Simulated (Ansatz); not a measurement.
**AlH₂Cl₃: nudged elastic band**

AlH₂Cl₃, computed with RKS B3LYP-D4/6-31G* (Ansatz 0.2.0).

It belongs to a series of runs on one base structure; here: band between the two ends. Figures and captions count atoms from 1; the log counts them from 0 in places.

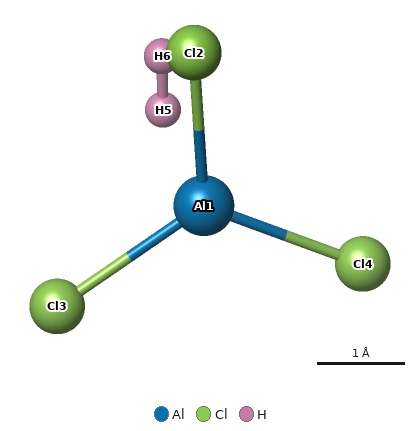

**Figure 1.** The structure as given in the input (ball-and-stick view, seen at an oblique angle; atoms are numbered from 1 in the order of the input). Sticks mark near contacts.

### The input
```yaml
crystal:
  periodic: [false, false, false]
  atoms:
    - { symbol: Al, position_ang: [0.001531, 0.310926, 0.156097] }
    - { symbol: Cl, position_ang: [-0.006682, 0.884743, 2.163089] }
    - { symbol: Cl, position_ang: [1.809, 0.133039, -0.870628] }
    - { symbol: Cl, position_ang: [-1.801241, 0.052324, -0.861605] }
    - { symbol: H, position_ang: [0.083962, -2.441249, 0.600472] }
    - { symbol: H, position_ang: [0.057331, -2.205383, 1.307577] }
basis:
  gaussian: { orbitals: "6-31G*" }
hamiltonian:
  xc: b3lyp
  dispersion: d4
neb:
  order_check: false
  images: 9
  f_tol: 0.03
  max_iterations: 60
  final_atoms:
    - { symbol: Al, position_ang: [-0.22096424, -0.85950314, -0.33993001] }
    - { symbol: Cl, position_ang: [-0.18358498, -0.3761408, 2.29012446] }
    - { symbol: Cl, position_ang: [1.7640461, -0.12683429, -0.58266955] }
    - { symbol: Cl, position_ang: [-1.78479608, 0.44815883, -0.89259761] }
    - { symbol: H, position_ang: [-0.47004846, -2.40233884, -0.25228325] }
    - { symbol: H, position_ang: [1.03924866, 0.05105823, 2.27235796] }
  initial_path:
    images:
      - { positions_ang: [[0.001531, 0.310926, 0.156097], [-0.006682, 0.884743, 2.163089], [1.809, 0.133039, -0.870628], [-1.801241, 0.052324, -0.861605], [0.083962, -2.441249, 0.600472], [0.057331, -2.205383, 1.307577]] }
      - { positions_ang: [[0.00080736, 0.24740626, 0.12318402], [-0.00602893, 0.71452525, 2.24471451], [1.83313396, 0.10324747, -0.92099525], [-1.82753183, 0.0354026, -0.91412377], [0.08372316, -2.30506818, 0.60148997], [0.05979727, -2.06111339, 1.36073251]] }
      - { positions_ang: [[8.372e-05, 0.18388651, 0.09027104], [-0.00537585, 0.54430749, 2.32634003], [1.85726792, 0.07345593, -0.97136249], [-1.85382266, 0.0184812, -0.96664254], [0.08348432, -2.16888736, 0.60250794], [0.06226355, -1.91684378, 1.41388803]] }
      - { positions_ang: [[-0.00063992, 0.12036677, 0.05735806], [-0.00472278, 0.37408974, 2.40796554], [1.88140188, 0.0436644, -1.02172974], [-1.88011348, 0.00155981, -1.01916131], [0.08324548, -2.03270655, 0.60352592], [0.06472982, -1.77257417, 1.46704354]] }
      - { positions_ang: [[-0.00136356, 0.05684703, 0.02444507], [-0.0040697, 0.20387199, 2.48959105], [1.90553584, 0.01387286, -1.07209699], [-1.90640431, -0.01536159, -1.07168009], [0.08300664, -1.89652573, 0.60454389], [0.06719609, -1.62830456, 1.52019906]] }
      - { positions_ang: [[-0.00208721, -0.00667271, -0.00846791], [-0.00341663, 0.03365423, 2.57121656], [1.9296698, -0.01591867, -1.12246423], [-1.93269514, -0.03228299, -1.12419886], [0.0827678, -1.76034491, 0.60556186], [0.06966237, -1.48403495, 1.57335457]] }
      - { positions_ang: [[-0.04586261, -0.1772388, -0.07476033], [-0.0394503, -0.04830477, 2.51499814], [1.89654506, -0.0381018, -1.0145053], [-1.90311533, 0.06380538, -1.07787861], [-0.02779545, -1.8887437, 0.43399284], [0.26357963, -1.17701631, 1.71315525]] }
      - { positions_ang: [[-0.08963802, -0.34780488, -0.14105275], [-0.07548397, -0.13026378, 2.45877972], [1.86342032, -0.06028492, -0.90654636], [-1.87353552, 0.15989374, -1.03155836], [-0.1383587, -2.01714248, 0.26242382], [0.45749688, -0.86999767, 1.85295593]] }
      - { positions_ang: [[-0.13341343, -0.51837097, -0.20734517], [-0.11151764, -0.21222279, 2.4025613], [1.83029558, -0.08246805, -0.79858742], [-1.84395571, 0.2559821, -0.98523811], [-0.24892196, -2.14554127, 0.0908548], [0.65141414, -0.56297904, 1.9927566]] }
      - { positions_ang: [[-0.17718883, -0.68893705, -0.27363759], [-0.14755131, -0.29418179, 2.34634288], [1.79717084, -0.10465117, -0.69062849], [-1.81437589, 0.35207047, -0.93891786], [-0.35948521, -2.27394005, -0.08071423], [0.8453314, -0.2559604, 2.13255728]] }
      - { positions_ang: [[-0.22096424, -0.85950314, -0.33993001], [-0.18358498, -0.3761408, 2.29012446], [1.7640461, -0.12683429, -0.58266955], [-1.78479608, 0.44815883, -0.89259761], [-0.47004846, -2.40233884, -0.25228325], [1.03924866, 0.05105823, 2.27235796]] }
```

Command:
```bash
ansatz run input.yaml --threads 1 --pin off --max-ram 2048MiB --backend cpu --events-out ev --progress --plain --runs-dir out
```

### The program's output
```
Engine: ansatz 0.2.0, x86_64-unknown-linux-gnu
Functional definition: B3LYP
  parameter a0 = 0.2
  parameter ax = 0.72
  parameter ac = 0.81
  exchange = (1 - a0 - ax)*slater_x + ax*b88_x + a0*exact_x
  correlation = (1 - ac)*vwn_rpa_c + ac*lyp_c
811 factors; integrals over basis functions are off by at most 2.2e-4 eV
mean field evaluation 1: about -44201.1143 eV, gradient 2.1e1 eV
mean field evaluation 2: about -44200.8322 eV, gradient 2.4e1 eV
mean field evaluation 4: about -44202.4127 eV, gradient 4.9e-1 eV
mean field evaluation 8: about -44202.4204 eV, gradient 1.6e-3 eV
mean field -44202.42043992 eV, -1624.4089896904 hartree, gradient 2.0e-5 eV, S^2 0.000000; 0 other end points of the search recorded, 0 dependent functions left out
the calculation of the forces begins
reference -44202.42070011 eV, -1624.4089992523 hartree; 33, 33 occupied and 47, 47 virtual orbitals, 811 factors
811 factors; integrals over basis functions are off by at most 6.9e-4 eV
mean field evaluation 16: about -44201.1983 eV, gradient 2.1e0 eV
mean field -44201.24654664 eV, -1624.3658499079 hartree, gradient 2.0e-5 eV, S^2 0.000000; 0 other end points of the search recorded, 0 dependent functions left out
[... from here on the field's lines of each further geometry are left out, up to the last ...]
NEB iter   1: max|band force component| = 2.813e1 eV/Å  barrier→ = 5.9923 eV  barrier← = 4.8191 eV  Δτ_max = 0.2000 Å  (263 SCF iters)
NEB iter   2: max|band force component| = 7.374e0 eV/Å  barrier→ = 2.0401 eV  barrier← = 0.8668 eV  Δτ_max = 0.2000 Å  (238 SCF iters)
NEB iter   3: max|band force component| = 3.873e0 eV/Å  barrier→ = 1.7441 eV  barrier← = 0.5709 eV  Δτ_max = 0.1991 Å  (242 SCF iters)
NEB iter   4: max|band force component| = 1.610e0 eV/Å  barrier→ = 1.7787 eV  barrier← = 0.6054 eV  Δτ_max = 0.2000 Å  (243 SCF iters)
NEB iter   5: max|band force component| = 2.772e0 eV/Å  barrier→ = 1.6955 eV  barrier← = 0.5222 eV  Δτ_max = 0.1018 Å  (237 SCF iters)
NEB iter   6: max|band force component| = 1.072e0 eV/Å  barrier→ = 1.6591 eV  barrier← = 0.4859 eV  Δτ_max = 0.1968 Å  (239 SCF iters)
NEB iter   7: max|band force component| = 8.414e-1 eV/Å  barrier→ = 1.5774 eV  barrier← = 0.4041 eV  Δτ_max = 0.1943 Å  (233 SCF iters)
NEB iter   8: max|band force component| = 7.958e-1 eV/Å  barrier→ = 1.4917 eV  barrier← = 0.3185 eV  Δτ_max = 0.1965 Å  (238 SCF iters)
NEB iter   9: max|band force component| = 7.931e-1 eV/Å  barrier→ = 1.5163 eV  barrier← = 0.3430 eV  Δτ_max = 0.0868 Å  (232 SCF iters)
NEB iter  10: max|band force component| = 4.146e-1 eV/Å  barrier→ = 1.5200 eV  barrier← = 0.3467 eV  CI = image 4  Δτ_max = 0.1997 Å  (216 SCF iters)
NEB iter  11: max|band force component| = 4.265e-1 eV/Å  barrier→ = 1.6208 eV  barrier← = 0.4475 eV  CI = image 4  Δτ_max = 0.0977 Å  (239 SCF iters)
NEB iter  12: max|band force component| = 1.535e-1 eV/Å  barrier→ = 1.6136 eV  barrier← = 0.4403 eV  CI = image 4  Δτ_max = 0.0875 Å  (233 SCF iters)
NEB iter  13: max|band force component| = 8.171e-2 eV/Å  barrier→ = 1.6074 eV  barrier← = 0.4341 eV  CI = image 4  Δτ_max = 0.0095 Å  (228 SCF iters)
the calculation of the forces begins
reference -44201.23740289 eV, -1624.3655138816 hartree; 33, 33 occupied and 47, 47 virtual orbitals, 810 factors
811 factors; integrals over basis functions are off by at most 7.4e-4 eV
mean field -44200.80814857 eV, -1624.3497390761 hartree, gradient 9.2e-6 eV, S^2 0.000000; 1 other end points of the search recorded, 0 dependent functions left out
the calculation of the forces begins
reference -44200.80840474 eV, -1624.3497484904 hartree; 33, 33 occupied and 47, 47 virtual orbitals, 811 factors
NEB iter  14: max|band force component| = 2.775e-2 eV/Å  barrier→ = 1.6071 eV  barrier← = 0.4339 eV  CI = image 4  Δτ_max = 0.0000 Å  (399 SCF iters)
```

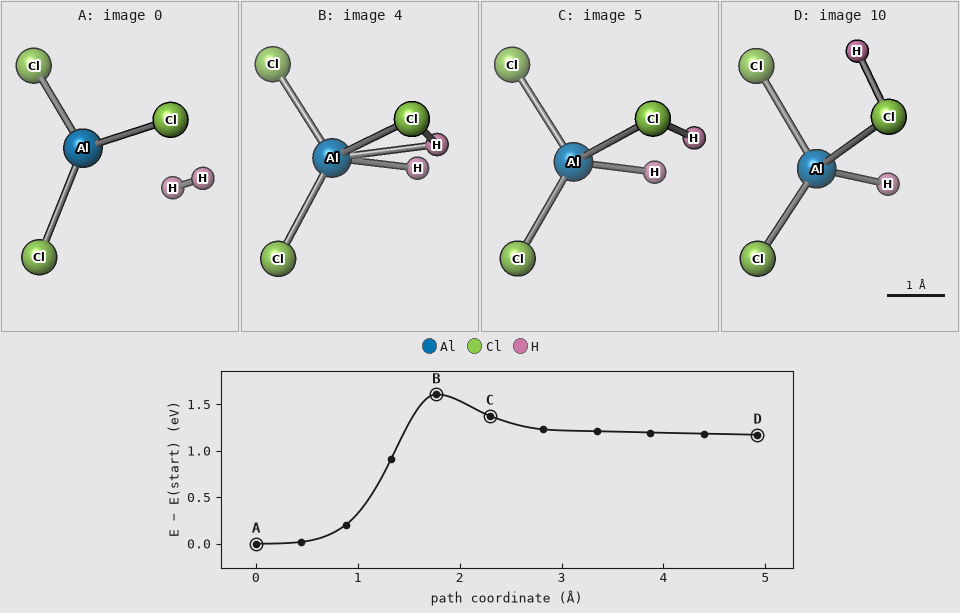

**Figure 2.** Images of the last band (counted from 0; ball-and-stick, seen at a tilt) above the energy along the path; the line is a cubic interpolation that uses the forces. The highest image is number 4, 1.607 eV above the start and 0.434 eV above the end (the climbing image); the end lies 1.173 eV above the start. The path is 4.92 Å long. The band converged in 14 iterations.

```
Total energy: -44201.09851718 eV, -1624.3604099255 hartree
Atom 0 at     0.017496    -0.435355    -0.111424 Å, force     0.001873     0.008032    -0.010320 eV/Å
Atom 1 at     0.030116     0.061011     2.246663 Å, force    -0.004801     0.010754     0.010196 eV/Å
Atom 2 at     1.835654     0.187413    -0.945278 Å, force     0.000731    -0.000649    -0.003489 eV/Å
Atom 3 at    -1.830674     0.122398    -0.925057 Å, force    -0.000287     0.002156     0.001881 eV/Å
Atom 4 at     0.046031    -1.936649     0.576917 Å, force     0.002160    -0.010267     0.004632 eV/Å
Atom 5 at     0.045277    -1.264418     1.653181 Å, force     0.000324    -0.010026    -0.002899 eV/Å
Dipole moment:     0.006194    -0.271690     0.335071 e Å
this run last wrote the band of iteration 14 to [file]
```

### The last band as extended XYZ (Å, eV, eV/Å)
```
6
Properties=species:S:1:pos:R:3:forces:R:3 image=0 energy=-44202.70539
Al    0.0015    0.3109    0.1561    0.0001  -0.0024   0.0030
Cl   -0.0067    0.8847    2.1631    0.0000   0.0012   0.0008
Cl    1.8090    0.1330   -0.8706    0.0020   0.0007  -0.0018
Cl   -1.8012    0.0523   -0.8616   -0.0020   0.0004  -0.0017
H     0.0840   -2.4412    0.6005   -0.0009   0.0066   0.0222
H     0.0573   -2.2054    1.3076    0.0007  -0.0066  -0.0224
6
Properties=species:S:1:pos:R:3:forces:R:3 image=1 energy=-44202.68654
Al    0.0073    0.1485    0.1800   -0.0009   0.0529   0.0119
Cl   -0.0010    0.6915    2.2016   -0.0025   0.0800  -0.0020
Cl    1.8099    0.0729   -0.8733    0.0000  -0.0078   0.0135
Cl   -1.7937   -0.0174   -0.8656    0.0002  -0.0069   0.0139
H     0.0593   -2.2218    0.5804    0.0015  -0.0464  -0.0238
H     0.0622   -1.9393    1.2720    0.0018  -0.0719  -0.0135
6
Properties=species:S:1:pos:R:3:forces:R:3 image=2 energy=-44202.50022
Al    0.0110   -0.0295    0.1439   -0.0042   0.4247   0.2210
Cl    0.0084    0.4219    2.2138   -0.0144   0.4417   0.0045
Cl    1.8099    0.1038   -0.9156   -0.0334  -0.1139   0.0376
Cl   -1.7959    0.0127   -0.9093    0.0375  -0.1097   0.0420
H     0.0558   -2.0691    0.6497    0.0070  -0.2286  -0.0846
H     0.0546   -1.7056    1.3124    0.0075  -0.4142  -0.2205
6
Properties=species:S:1:pos:R:3:forces:R:3 image=3 energy=-44201.79441
Al    0.0156   -0.2508    0.0299   -0.0224   1.0195   0.7654
Cl    0.0161    0.1924    2.2144   -0.0223   0.7894  -0.1747
Cl    1.8253    0.1629   -0.9354   -0.0618  -0.2327   0.0022
Cl   -1.8168    0.0757   -0.9271    0.0792  -0.2285   0.0115
H     0.0543   -1.9524    0.6931    0.0100  -0.0895   0.6952
H     0.0495   -1.4934    1.4201    0.0173  -1.2582  -1.2996
6
Properties=species:S:1:pos:R:3:forces:R:3 image=4 energy=-44201.09826
Al    0.0175   -0.4354   -0.1114    0.0019   0.0080  -0.0103
Cl    0.0301    0.0610    2.2467   -0.0048   0.0108   0.0102
Cl    1.8357    0.1874   -0.9453    0.0007  -0.0006  -0.0035
Cl   -1.8307    0.1224   -0.9251   -0.0003   0.0022   0.0019
H     0.0460   -1.9366    0.5769    0.0022  -0.0103   0.0046
H     0.0453   -1.2644    1.6532    0.0003  -0.0100  -0.0029
6
Properties=species:S:1:pos:R:3:forces:R:3 image=5 energy=-44201.32878
Al    0.0128   -0.5601   -0.2619   -0.0064  -0.1006  -0.1288
Cl    0.0513    0.0852    2.2575   -0.0008  -0.0116   0.0088
Cl    1.8221    0.2323   -0.9889   -0.0081   0.0497  -0.0179
Cl   -1.8312    0.2025   -0.9318    0.0089   0.0527  -0.0166
H     0.0315   -2.0184    0.3559    0.0016  -0.0610  -0.1818
H     0.0574   -1.2071    2.0643    0.0048   0.0708   0.3363
6
Properties=species:S:1:pos:R:3:forces:R:3 image=6 energy=-44201.47473
Al   -0.0065   -0.6195   -0.3570   -0.0016  -0.0029  -0.0284
Cl    0.1006    0.0894    2.1969   -0.0007   0.0025  -0.0142
Cl    1.7885    0.2490   -1.0517   -0.0058   0.0117  -0.0050
Cl   -1.8244    0.2980   -0.9154    0.0051   0.0131  -0.0055
H    -0.0095   -2.1140    0.1257   -0.0009  -0.0329  -0.0505
H     0.0953   -1.1685    2.4965    0.0040   0.0084   0.1036
6
Properties=species:S:1:pos:R:3:forces:R:3 image=7 energy=-44201.49404
Al   -0.0881   -0.6811   -0.3907   -0.0037  -0.0178  -0.0062
Cl   -0.0401    0.0867    2.1686   -0.0097  -0.0040   0.0051
Cl    1.7561    0.1363   -1.0253    0.0001  -0.0006   0.0061
Cl   -1.8419    0.3741   -0.9145    0.0029   0.0028  -0.0016
H    -0.1469   -2.1990    0.0060   -0.0047   0.0112  -0.0088
H     0.5048   -0.9827    2.6509    0.0152   0.0085   0.0054
6
Properties=species:S:1:pos:R:3:forces:R:3 image=8 energy=-44201.50860
Al   -0.1560   -0.7483   -0.3875    0.0029   0.0068  -0.0074
Cl   -0.1645    0.0045    2.1686   -0.0015  -0.0091   0.0162
Cl    1.7431    0.0303   -0.9114   -0.0025  -0.0017   0.0087
Cl   -1.8590    0.3922   -0.9057    0.0099  -0.0035   0.0049
H    -0.2724   -2.2793   -0.0764   -0.0100  -0.0117  -0.0067
H     0.8526   -0.6650    2.6074    0.0012   0.0193  -0.0158
6
Properties=species:S:1:pos:R:3:forces:R:3 image=9 energy=-44201.52090
Al   -0.1994   -0.8049   -0.3666   -0.0013  -0.0085  -0.0025
Cl   -0.2270   -0.1512    2.2226   -0.0117  -0.0076   0.0034
Cl    1.7518   -0.0421   -0.7140   -0.0001  -0.0012   0.0097
Cl   -1.8419    0.3966   -0.9322    0.0000   0.0049  -0.0010
H    -0.3756   -2.3476   -0.1630   -0.0033  -0.0002  -0.0048
H     1.0360   -0.3164    2.4481    0.0165   0.0126  -0.0048
6
Properties=species:S:1:pos:R:3:forces:R:3 image=10 energy=-44201.53213
Al   -0.2210   -0.8595   -0.3399   -0.0065  -0.0015  -0.0079
Cl   -0.1836   -0.3761    2.2901    0.0166  -0.0056  -0.0036
Cl    1.7640   -0.1268   -0.5827    0.0030  -0.0026   0.0051
Cl   -1.7848    0.4482   -0.8926    0.0001   0.0009   0.0012
H    -0.4700   -2.4023   -0.2523   -0.0001   0.0039   0.0040
H     1.0392    0.0511    2.2724   -0.0131   0.0049   0.0012
```

### Key numbers

```json
{"quantity": "outcome", "value": "converged"}
{"quantity": "barrier, forward", "value": "1.607 eV"}
{"quantity": "barrier, backward", "value": "0.434 eV"}
{"quantity": "hardware", "value": "1 thread of Intel Xeon @ 2.60GHz (Ice Lake), 24 GiB of memory available, shared host"}
{"quantity": "wall time", "value": "6.9 min"}
{"quantity": "peak memory", "value": "0.19 GiB"}
```

### Notes

The order of the saddle point was not checked.
